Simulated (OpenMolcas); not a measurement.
# triplet CHClInNO at 6 levels

We compute a comparison of 6 runs (UHF/3-21G, UHF/def2-SVP, UB3LYP/def2-SVP, UPBE/def2-SVP, UTPSS/def2-SVP, ROMP2/def2-SVP) of triplet CHClInNO. 

The calculation is run with OpenMolcas 26.06.

2 further runs of the same task are left out: 1 that didn't finish, 1 set aside as unsound or not needed.

## 1. The system as given

CHClInNO has 6 atoms, charge 0, and is taken as a triplet. As SMILES of the parent species, `O=C=[N][InH][Cl]`. Geometry: relaxed at PBE0-D4/def2-TZVP. This is one conformer, not always the lowest. That shape belongs to the parent species and isn't relaxed for this state.

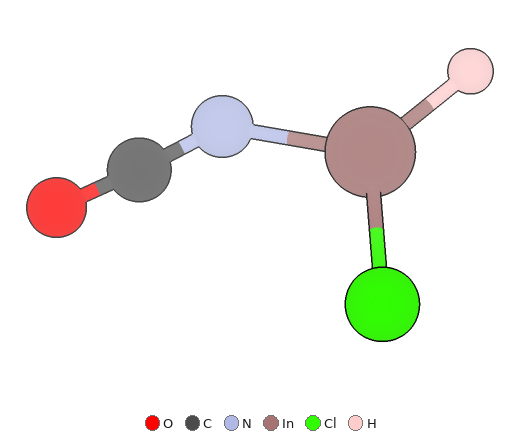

Viewed from a chosen angle; oxygen red, carbon dark grey, nitrogen light blue, indium brown, chlorine green, hydrogen pink.

## 2. A single-point energy at UHF/3-21G (run 1)

job.input

```
* CHClInNO Hartree-Fock

&GATEWAY
  BasLib=$CurrDir
  Coord
  6
  angstrom
  O        1.628000      -2.320400       0.058100
  C        0.896600      -1.470900       0.379300
  N        0.136700      -0.626900       0.782100
  In      -0.744200       1.027900       0.031300
  Cl      -0.127000       1.382000      -2.172000
  H       -1.790100       2.008300       0.921200
  Basis=3-21G
  Group=NoSym

&SEWARD

&SCF
  UHF
  Spin=3
  Thresholds=1e-10 1e-07 1e-07 1e-05
  PrOrbitals=1 1
```

The basis set 3-21G is read from a file made from the Basis Set Exchange's data (not shown).

On the command line:

```console
export MOLCAS_MEM=1860
pymolcas job.input > job.log
```

What it wrote:

```text
--- Start Module: gateway ---
[...]
--- Stop Module: gateway /rc=_RC_ALL_IS_WELL_ ---
--- Start Module: seward ---
[...]
      Basis functions           73
--- Stop Module: seward /rc=_RC_ALL_IS_WELL_ ---
[...]
--- Start Module: scf ---
[...]
       Convergence after  89 Iterations
[...]
::    Total SCF energy                              -6338.7673806037
[...]
      Total spin, S                                     1.0518451934
[...]
      Total electronic charge=   88.000000
      Total            charge=   -0.000000
[...]
      Dipole Moment (debye):
      Origin of the operator (angstrom)=   -0.2750    0.5440   -0.2851
                   X=  2.6821E+00               Y= -5.9958E+00               Z=  4.0950E+00           Total=  7.7403E+00
      Quadrupole Moment (debye*angstrom):
[...]
--- Stop Module: scf /rc=_RC_ALL_IS_WELL_ ---
[...]
```

Wall time 29 s (1 thread of AMD EPYC 7R43 (Zen 3), shared host); peak memory 0.42 GiB.

## 3. The energy at UHF/def2-SVP (core potential) (run 2)

test.input

```
>>> EXPORT MOLCAS_PRINT=2

&GATEWAY
  BASLIB=$CurrDir
  BASISSET
  O.def2-SVP....
  O1 1.628000 -2.320400 0.058100 angstrom
  End of Basis
  BASISSET
  C.def2-SVP....
  C2 0.896600 -1.470900 0.379300 angstrom
  End of Basis
  BASISSET
  N.def2-SVP....
  N3 0.136700 -0.626900 0.782100 angstrom
  End of Basis
  BASISSET
  In.def2-SVP....
  In4 -0.744200 1.027900 0.031300 angstrom
  End of Basis
  BASISSET
  Cl.def2-SVP....
  Cl5 -0.127000 1.382000 -2.172000 angstrom
  End of Basis
  BASISSET
  H.def2-SVP....
  H6 -1.790100 2.008300 0.921200 angstrom
  End of Basis

&SEWARD

&SCF
  UHF
  SPIN=3
  THRESHOLDS=1e-10 1e-07 1e-07 1e-05
  PRORBITALS=1
```

The basis set def2-SVP is read from a file made from the Basis Set Exchange's data (not shown).

On the command line:

```console
export MOLCAS_MEM=1860
pymolcas test.input > test.log
```

What it wrote:

```text
--- Start Module: gateway ---
[...]
--- Stop Module: gateway /rc=_RC_ALL_IS_WELL_ ---
--- Start Module: seward ---
[...]
      Basis functions           91
--- Stop Module: seward /rc=_RC_ALL_IS_WELL_ ---
[...]
--- Start Module: scf ---
[...]
       Convergence after  57 Iterations
[...]
::    Total SCF energy                               -816.0772691171
[...]
      Total spin, S                                     1.0467289490
[...]
      Total electronic charge=   60.000000
      Total            charge=   -0.000000
[...]
      Dipole Moment (debye):
      Origin of the operator (angstrom)=   -0.2750    0.5440   -0.2851
                   X=  2.5086E+00               Y= -5.2281E+00               Z=  3.2108E+00           Total=  6.6283E+00
      Quadrupole Moment (debye*angstrom):
[...]
--- Stop Module: scf /rc=_RC_ALL_IS_WELL_ ---
[...]
```

It took 34 s on 1 thread of AMD EPYC 7R43 (Zen 3), shared host; peak memory 0.5 GiB.

Runs 3 to 5 aren't shown in full; the table further down has their settings and results.

## 4. The energy at ROMP2/def2-SVP (core potential) (run 6)

mol.xyz

```xyz
6

O      1.628000    -2.320400     0.058100
C      0.896600    -1.470900     0.379300
N      0.136700    -0.626900     0.782100
In    -0.744200     1.027900     0.031300
Cl    -0.127000     1.382000    -2.172000
H     -1.790100     2.008300     0.921200
```

mol.inp

```
&GATEWAY
BasLib=$CurrDir
Coord=mol.xyz
Basis=def2-SVP
Group=NoSym
&SEWARD
&SCF
UHF
Spin=3
Thresholds=1e-10 1e-07 1e-07 1e-05
PrOrbitals=1 1
&RASSCF
FileOrb=$Project.UnaOrb
Spin=3
Nactel=2 0 0
Inactive=29
Ras2=2
OutOrbitals=Canonical
OrbListing=Few
&CASPT2
IPEA=0.0
Frozen=12
```

The basis set def2-SVP is read from a file made from the Basis Set Exchange's data (not shown).

On the command line:

```console
export MOLCAS_MEM=1860
pymolcas mol.inp > mol.log
```

What it wrote:

```text
--- Start Module: gateway ---
[...]
--- Stop Module: gateway /rc=_RC_ALL_IS_WELL_ ---
[...]
      Basis functions           91
[...]
       Convergence after  58 Iterations
[...]
::    Total SCF energy                               -816.0772691171
[...]
      Total spin, S                                     1.0467289561
[...]
--- Start Module: rasscf ---
[...]
      Number of active orbitals                  2
[...]
      Spin quantum number                      1.0
[...]
      Active orbitals                            2
[...]
      Number of CSFs                             1
[...]
      Number of root(s) required                 1
[...]
      Convergence after 41 iterations
[...]
      printout of CI-coefficients larger than  0.05 for root  1
      energy=    -816.059731
      conf/sym  11     Coeff  Weight
             1  uu   1.00000 1.00000
      Natural orbitals and occupation numbers for root  1
      sym 1:   1.000000   1.000000
      ************************************************************************************************************************
      *                                                    Final results                                                     *
[...]
::    RASSCF root number  1 Total energy:   -816.05973127
[...]
      Total electronic charge=   60.000000
      Total            charge=   -0.000000
[...]
      Dipole Moment (debye):
      Origin of the operator (angstrom)=   -0.2750    0.5440   -0.2851
                   X=  2.9579E+00               Y= -3.6864E+00               Z=  3.7155E+00           Total=  6.0120E+00
      Quadrupole Moment (debye*angstrom):
[...]
--- Stop Module: rasscf /rc=_RC_ALL_IS_WELL_ ---
[...]
--- Start Module: caspt2 ---
[...]
 ###    WARNING: User changed nr of frozen orbitals.                         ###
 ###############################################################################
[...]
      E2 (Variational):          -0.6673844039
      Total energy:            -816.7271156759
[...]
      Reference weight:           0.80125
[...]
::    CASPT2 Root  1     Total energy:   -816.72711568
[...]
--- Stop Module: caspt2 /rc=_RC_ALL_IS_WELL_ ---
[...]
```

It took 65 s on 1 thread of AMD EPYC 7R43 (Zen 3), shared host; peak memory 0.5 GiB.

## 5. All runs side by side

```tsv
run	level	integration grid	frozen core orbitals	energy (Eh)	dipole moment (D)	HOMO energy (eV)	⟨S²⟩	wall time
1	UHF/3-21G	–	–	-6338.767381	7.74	-4.87	2.158	29 s
2	UHF/def2-SVP (core potential)	–	–	-816.077269	6.63	-4.84	2.142	34 s
3	UB3LYP/def2-SVP (core potential)	UltraFine	–	-818.692540	1.52	-3.22	2.009	2.1 min
4	UPBE/def2-SVP (core potential)	UltraFine	–	-818.260788	0.75	-2.78	2.003	2.5 min
5	UTPSS/def2-SVP (core potential)	UltraFine	–	-818.597950	1.20	-2.80	2.005	3.2 min
6	ROMP2/def2-SVP (core potential)	–	12	-816.727116	–	–	–	65 s
```

## 6. What came out

| quantity | value |
| --- | --- |
| run 6: total energy | -816.72712 Eh |

**Reading.** Over runs 1, 2, 3, 4, 5 the dipole moment (its size) runs from 0.75 D (UPBE/def2-SVP) to 7.74 D (UHF/3-21G). The two ends differ in method and basis and core potential. So wide a spread suggests that the runs ended on unlike SCF solutions, not only an effect of the method. Totals of different functionals can't be ranked against each other. Some runs of one species differ in core potentials or relativity; totals across that change don't compare. In run 1 relativity is left out where basis or elements ask for it. Spin contamination of the reference: run 1 ⟨S²⟩ = 2.16, run 2 ⟨S²⟩ = 2.14. All runs together took 10 min, the longest 3.2 min.
